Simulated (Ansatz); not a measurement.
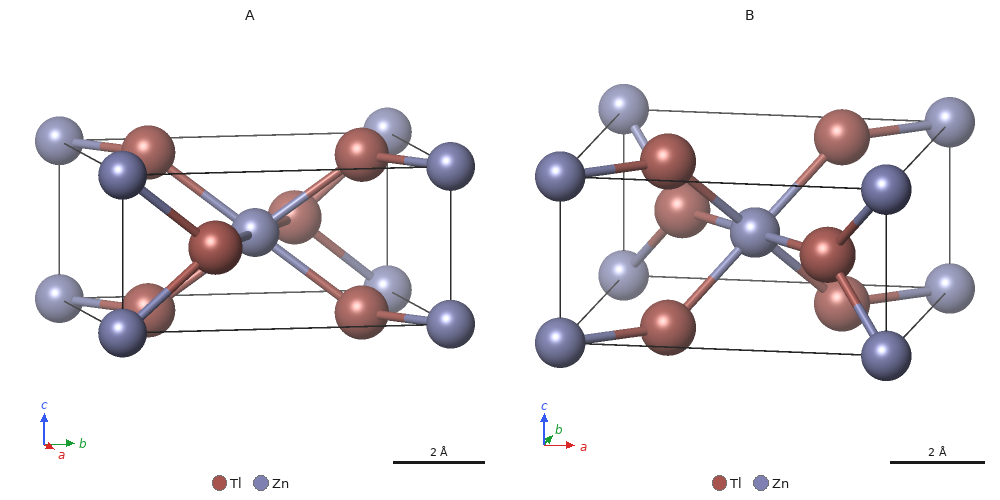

Two structures of Tl2Zn, each relaxed to rest (conventional cells in solid outline, small ones repeated, not to one scale). Method: DFT PBE, scalar-relativistic, plane waves, PAW in Ansatz, without spin polarisation.

Describe A and B.

Answer. A: 6 atoms a cell on a primitive orthorhombic lattice, Pnnm. B: 6 atoms a cell on a primitive tetragonal lattice, P4_2/mnm.

Which form lies lower?

Answer. A is lower, by 46 meV/atom at this level of theory (energies at zero smearing). Volumes: A 27.8, B 30.2 Å³/atom.

One or both may be structure types tried for this composition rather than known phases.
